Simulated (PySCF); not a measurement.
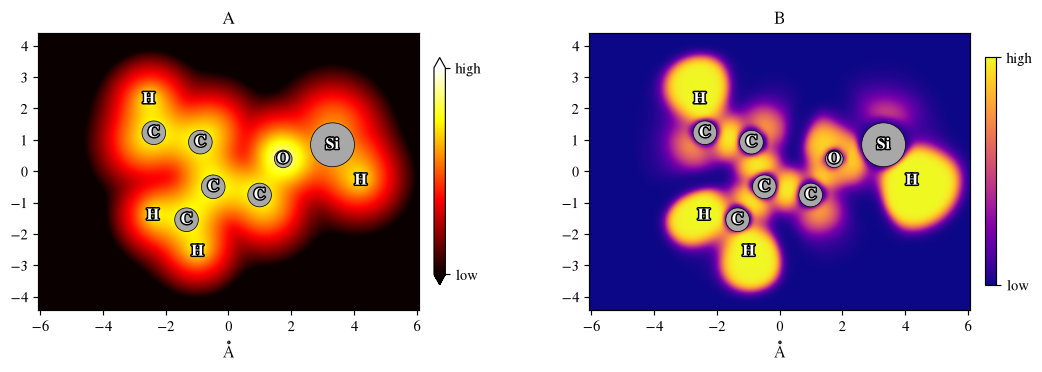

C₅H₁₂OSi (charge +1, doublet): 2 fields on the plane of atoms O6, Si7 and H19, with unlabelled colour scales. Grey discs cover the atomic cores.

Geometry: GFN2-xTB.

Method: UKS B3LYP, pcH-1 on C H O Si, non-relativistic, mean-field spin-orbit, GIAO in PySCF 2.14.0, density-fitted response routines.

Q: Which field does each panel show? The fields are: electron density and electron localisation function.

A: Panel A: electron density. Panel B: electron localisation function. From the grid: C–C (1.35 Å): the density is about 2.3 e/Å³ at the midpoint; the ELF peaks at about 0.95 between the atoms; localised, covalent bonding. C–O (1.38 Å): the density is about 2.1 e/Å³ at the midpoint, with its minimum of 1.9 e/Å³ about 0.5 Å from C; the ELF peaks at about 0.90 between the atoms: a polar covalent bond.
